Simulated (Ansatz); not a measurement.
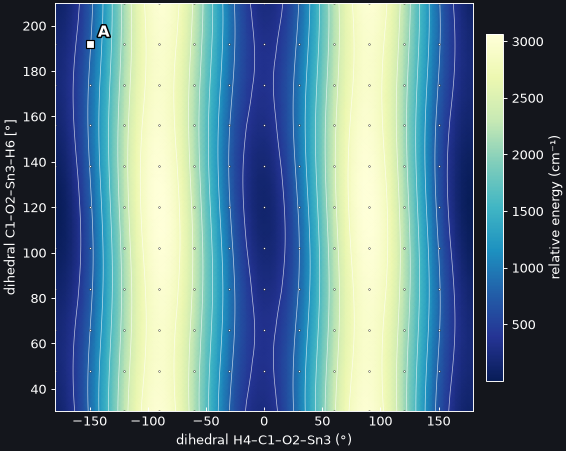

CH₅OSn, SMILES [CH2+][O][SnH3], charge +1. 
- The first coordinate is: dihedral H4–C1–O2–Sn3; the second: dihedral C1–O2–Sn3–H6.
- Nothing is relaxed (all other coordinates rigid).
- The grid has 12 × 11 points.
- Points are written as (first, second).
- Energies are in cm⁻¹, from the lowest grid point.
- Level of theory: Ansatz, RKS PBE0-D4/def2-TZVP.

In the figure: a smooth colour map with a few white contour lines, dots at the grid points, the point A. Between grid points the surface is interpolated.

Which way does the force act at A, and how strong is it?

A, at (−150°, 192°), is not a stationary point. The computed force is 38 cm⁻¹ for each degree towards smaller values of dihedral H4–C1–O2–Sn3 and 4.7 cm⁻¹ for each degree towards larger values of dihedral C1–O2–Sn3–H6.
